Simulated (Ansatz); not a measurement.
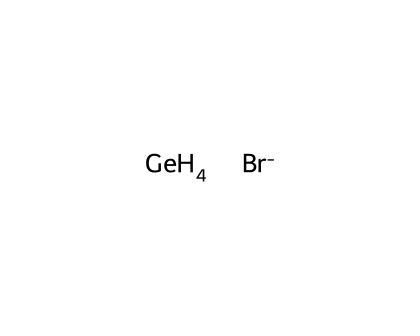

The drawing above gives the connectivity. The species has charge −1 and is a spin singlet. Computed geometry: PBE-D4/def2-SVPD optimisation. No frequency run is at hand to confirm it as a minimum.

Describe the 3D structure.

It has 6 atoms: 1 bromine, 1 germanium and 4 hydrogen (BrGeH₄⁻). SMILES: `[Br-].[GeH4]`. Judged by distances it falls into 2 fragments: Br, GeH4. Coordination: 1 Ge tetrahedral.

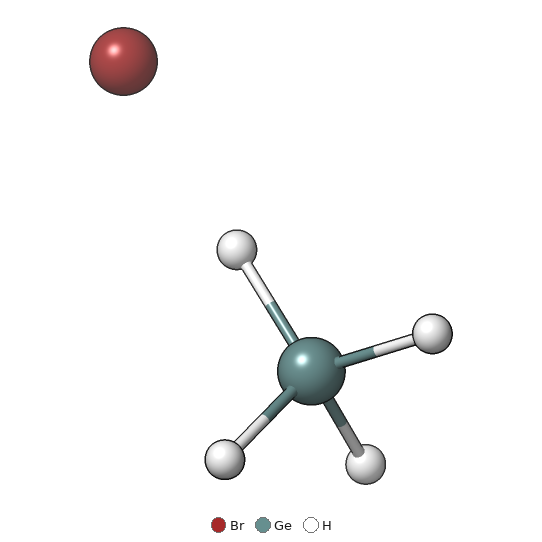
